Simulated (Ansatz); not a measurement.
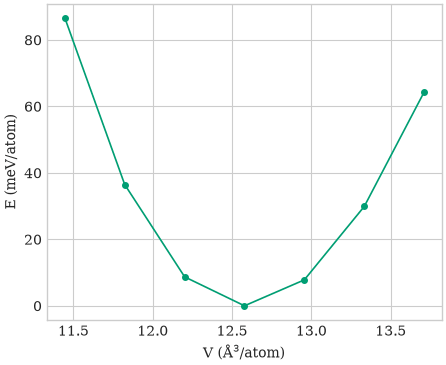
HfC (rock salt, space group No. 225) under volume change, the program Ansatz at the PBE level (PAW), scaled uniformly.

What does a third-order Birch–Murnaghan fit give for V₀, B₀ and B′?

V₀ = 12.58 Å³/atom, B₀ = 233 GPa, B′ = 3.9.

Space group Fm-3m (rock salt). Symmetry was held in the PBE relaxation; of distortions, only those at the zone centre were tested. The run is not spin-polarised. Scalar-relativistic: spin–orbit coupling is off unless named, which matters more the heavier the elements.

Potentials: the later of the program's two PAW sets.
